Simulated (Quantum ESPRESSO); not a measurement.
# Dipole at the next field: Mo2NOS MXene, 1 layer

Method. Quantum ESPRESSO 7.5, LDA, GBRV ultrasoft; sawtooth field along the normal with dipole correction, ions clamped, threshold 1e-9 Ry; cell area 7.689 Å².

| field (V/Å) | dipole (e Å a cell) |
| --- | --- |
| 0 | −0.05315 |
| 0.1 | −0.02286 |
| 0.2 | 0.00737 |

To predict: What is the dipole at 0.3 V/Å, and what electrostatic thickness 4πα/A follows from the rows?

By hand: The slope is (0.00737 − (−0.05315))/0.2 = 0.3026 e Å²/V, so 4πα/A = 180.95 × 0.3026/7.689 = 7.12 Å. Linear response gives p = −0.05315 + 0.3026 × (0.3) = 0.03763 e Å; a parabola through the three rows gives 0.03754.

**Check.** p = 0.03762 e Å. The line misses by 0.0 % of the induced dipole and the parabola by 0.1 %. The response is linear over this range.

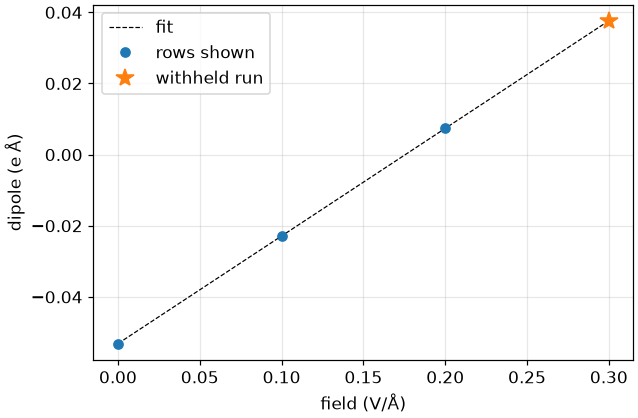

The rows shown, the fit and the withheld run.

**Limits.** Electrons alone respond; local and semilocal functionals tend to overscreen.
